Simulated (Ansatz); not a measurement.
A series of calculations on MoHClF5

## 1. Relaxation

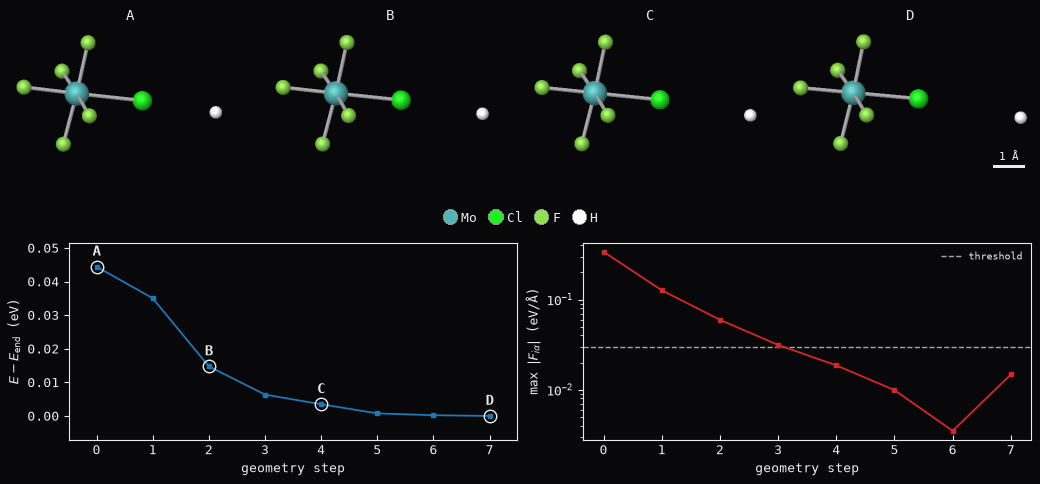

Frames of a relaxation of MoHClF₅ (multiplicity 2), marked on the history of the run. Style: ball-and-stick. Shown at a tilt.

The run prepares an end point of a later path (reaction) calculation, from a guessed geometry.

Method: UKS PBE/def2-SVP in Ansatz. (collinear spin; force threshold 0.03 eV/Å; at most 50 steps)

Q: What happens along the run?

A: The atom that moves furthest after the best rigid fit is the H atom (0.87 Å). By element the largest moves are H 0.87 Å, F 0.15 Å, Cl 0.15 Å, Mo 0.12 Å. Some distances before and after: Cl–Mo 2.304 → 2.287 Å. After 7 geometry steps the energy has fallen by 0.044 eV. The largest force component goes from 0.34 to 0.015 eV/Å. From step 0 to 2: the H atom moves most (0.24 Å), energy −0.030 eV. From step 2 to 4: the H atom moves most (0.27 Å), energy −0.011 eV. From step 4 to 7: the H atom moves most (0.36 Å), energy −0.003 eV.

| step | E − E(0), eV | largest force component, eV/Å |
| --- | --- | --- |
| 0 | 0.0000 | 0.3395 |
| 1 | -0.0094 | 0.1269 |
| 2 | -0.0297 | 0.0597 |
| 3 | -0.0381 | 0.0314 |
| 4 | -0.0410 | 0.0186 |
| 5 | -0.0437 | 0.0099 |
| 6 | -0.0442 | 0.0035 |
| 7 | -0.0444 | 0.0148 |

Limits of the set-up: the start holds two separate molecules, 2.6 Å apart at their closest, whose relative position is a soft coordinate and is computed without a dispersion correction.

## 2. Relaxation

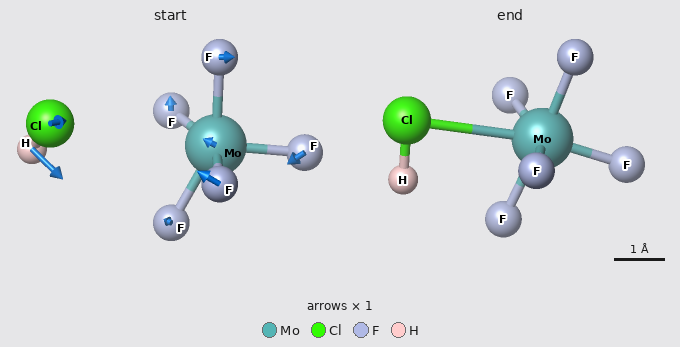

The structure of MoHClF$_{5}$ (multiplicity 2) before (left) and after (right) a relaxation, at one scale. The blue arrows give the displacements, at their true length.

The picture is a ball-and-stick view, seen at a tilt.

The run prepares an end point of a later path (reaction) calculation, from a guessed geometry.

Method: Ansatz 0.2.0, UKS PBE/def2-SVP. Set-up: collinear spin; force threshold 0.03 eV/Å; at most 50 steps.

**What changed between the two?**

The atom that moves furthest after the best rigid fit is the H atom (0.92 Å). Largest moves by element: H 0.92 Å, F 0.54 Å, Cl 0.48 Å, Mo 0.30 Å. Near-neighbour distances that change, for instance: Cl–Mo 3.502 → 2.816 Å, F–Mo 1.866 → 1.908 Å, F–Mo 1.866 → 1.833 Å, Cl–H 1.339 → 1.309 Å. New bonds form, among them: Cl–Mo (3.50 → 2.82 Å). Among the angles between lasting bonds that change: F–Mo–F 153.7° → 176.2°, F–Mo–F 110.6° → 92.6°, F–Mo–F 95.4° → 102.6°. The energy falls by 30.1 kJ/mol in 16 accepted moves (20 points after the start). Largest force component: 0.78 eV/Å at the start, 0.022 eV/Å at the end. The line search rejected the trial steps at points 6, 10, 16, 18 of the run.

Limits of the set-up: the start holds two separate molecules, 3.2 Å apart at their closest, whose relative position is a soft coordinate and is computed without a dispersion correction.

## 3. Path

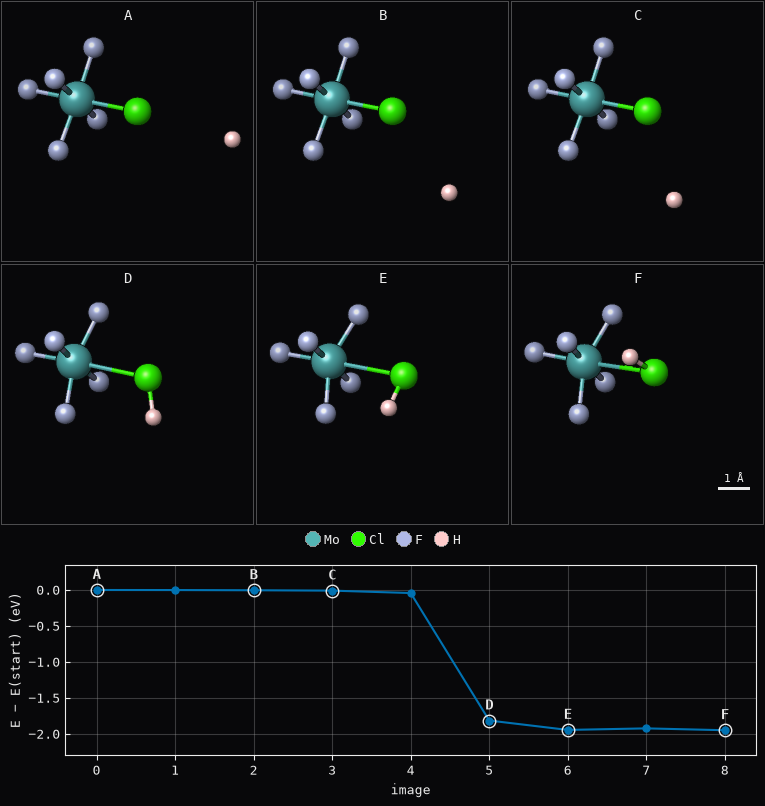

NEB run on MoHClF5 (multiplicity 2), made up at the start of MoClF5 and H. Images are numbered from 0 (start) to 8 (end). Frames A to F are images 0, 2, 3, 5, 6, 8. Style: ball-and-stick. Shown at a tilt.

Level of theory: Ansatz, UKS PBE/def2-SVP. Set-up: 7 movable images; climbing image; force threshold 0.05 eV/Å; iteration limit 60; starting path through a guess of the saddle point.

### Read off the barrier and say what moves.

Forming: Cl–H (3.59 → 1.31 Å). No barrier shows: the energy is highest at the start, and the end lies 1.95 eV below the start. The band converged in 30 iterations. The largest component of the band force went from 12 to 0.045 eV/Å.

Limits of the set-up: the start holds two separate molecules, 3.6 Å apart at their closest, whose relative position is a soft coordinate and is computed without a dispersion correction.
